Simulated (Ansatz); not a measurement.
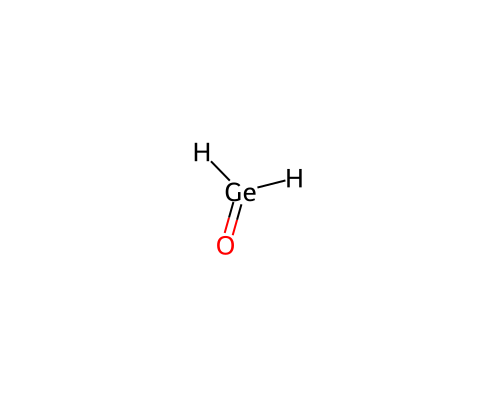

Structural formula above. Computed geometry: PBE-D4/def2-SVP optimisation. No frequency run is at hand to confirm it as a minimum.

What does the molecule look like in three dimensions?

It has 4 atoms: 1 germanium, 2 hydrogen and 1 oxygen (GeH2O). SMILES: `[O]=[GeH2]`. The point group is C2v. All atoms lie on one plane. Coordination: 1 Ge trigonal planar.

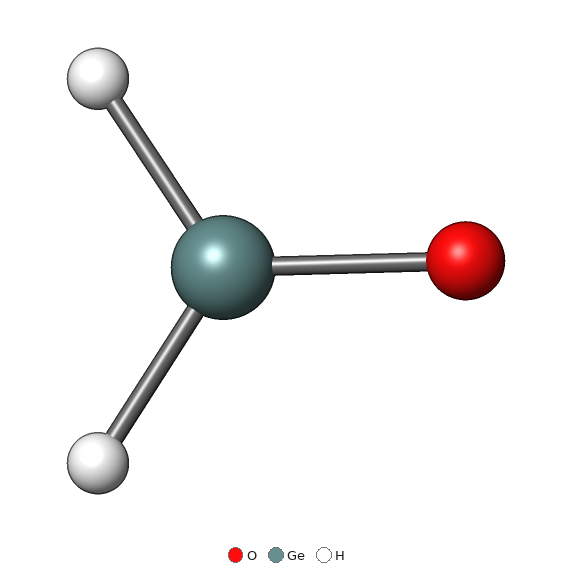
